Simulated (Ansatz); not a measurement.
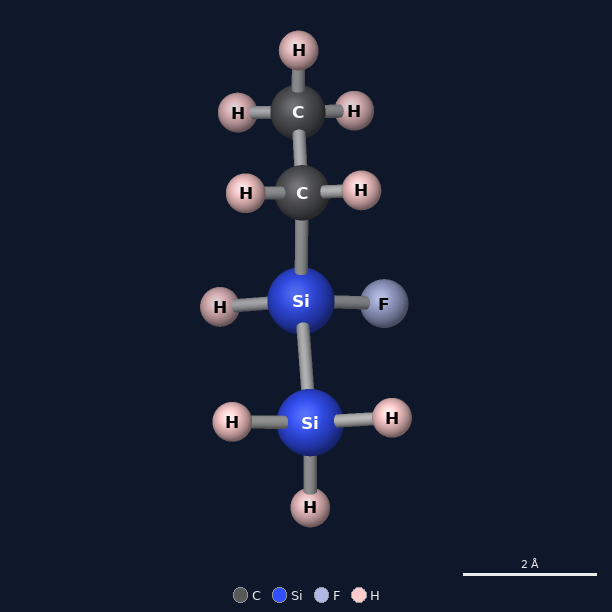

The picture shows a molecular structure as a ball-and-stick model.

Computed geometry: PBE0-D4/def2-TZVP optimisation.

What does the picture show?

The molecule is C2H9FSi2. SMILES: `CC[Si@@H](F)[SiH3]`. It has no ring. Among its groups: Si–H bond. This geometry has C1 symmetry. Coordination: 2 C tetrahedral; 2 Si tetrahedral.

The parts below concern this one geometry. Atoms keep their numbers from picture to picture.

### Shape

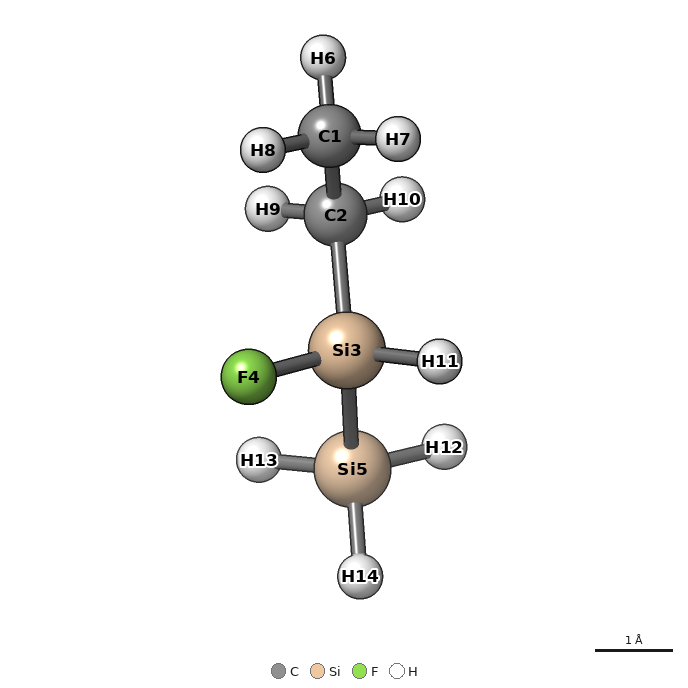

Atoms carry their numbers in the input.

What are the angles C1–C2–Si3, C1–C2–H9, C1–C2–H10, C2–C1–H7, C2–C1–H8, C2–Si3–Si5, C2–Si3–H11, Si3–C2–H9, Si3–Si5–H12, Si3–Si5–H14, F4–Si3–Si5, F4–Si3–H11?

| angle | degrees |
| --- | --- |
| C1–C2–Si3 | 113.7 |
| C1–C2–H9 | 110.6 |
| C1–C2–H10 | 110.7 |
| C2–C1–H7 | 111.3 |
| C2–C1–H8 | 111.3 |
| C2–Si3–Si5 | 112.6 |
| C2–Si3–H11 | 109.8 |
| Si3–C2–H9 | 108.5 |
| Si3–Si5–H12 | 109.0 |
| Si3–Si5–H14 | 111.3 |
| F4–Si3–Si5 | 108.6 |
| F4–Si3–H11 | 106.4 |

### Dipole moment

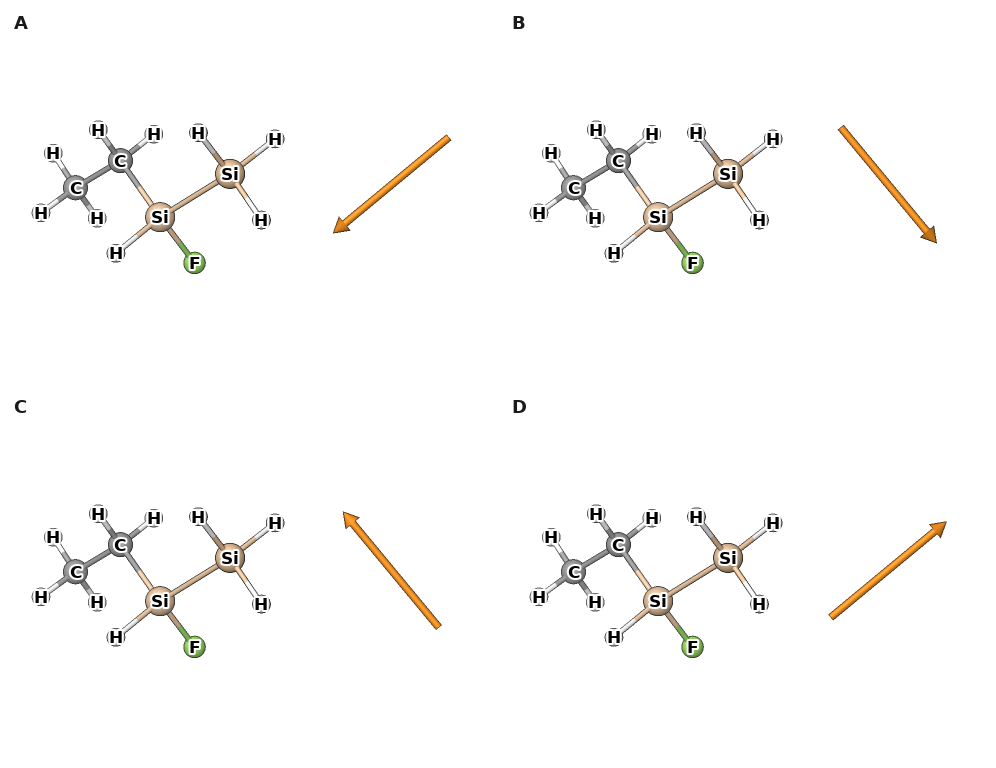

The same molecule four times, each with an arrow. Level of theory: RKS r2SCAN-D4/def2-TZVPP (Ansatz 0.2.0).

> Which arrow points along the dipole moment, from the negative to the positive end?

C. The dipole moment is 1.63 D.

### Vibrations

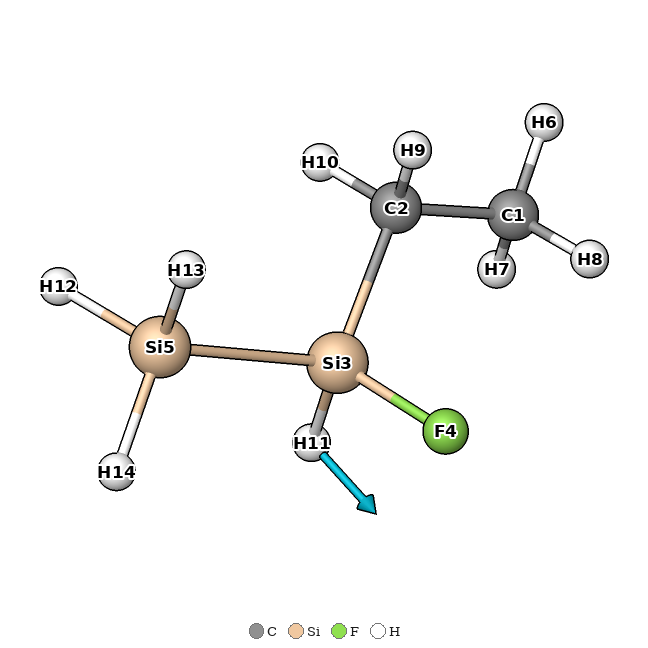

The arrows show one normal mode. Harmonic vibrations computed with RKS PBE0-D4/def2-TZVP (Ansatz 0.2.0) at a stationary point of the same level.

> Describe the motion.

Mostly F–Si–H bending.

> Estimate its harmonic wavenumber.

811 cm⁻¹; it is mode 14 of 36 counted from the lowest.

### Charges

The questions are on Mulliken charges. Level of theory: RKS ωB97M-V/def2-TZVPP (Ansatz 0.2.0).

> Which atom carries the highest charge (most positive or least negative)?

Si3 (0.51 e).

> And the lowest?

C1, F4 (−0.32 e).

Give the Mulliken charges atom by atom.

```json
{"atom": "C1", "value (e)": "−0.32"}
{"atom": "C2", "value (e)": "−0.31"}
{"atom": "Si3", "value (e)": "0.51"}
{"atom": "F4", "value (e)": "−0.32"}
{"atom": "Si5", "value (e)": "0.00"}
{"atom": "H6", "value (e)": "0.11"}
{"atom": "H7", "value (e)": "0.11"}
{"atom": "H8", "value (e)": "0.12"}
{"atom": "H9", "value (e)": "0.11"}
{"atom": "H10", "value (e)": "0.11"}
{"atom": "H11", "value (e)": "−0.06"}
{"atom": "H12", "value (e)": "−0.02"}
{"atom": "H13", "value (e)": "−0.02"}
{"atom": "H14", "value (e)": "−0.01"}
```

Mulliken values depend strongly on the basis set and can even reverse the polarity of a bond.
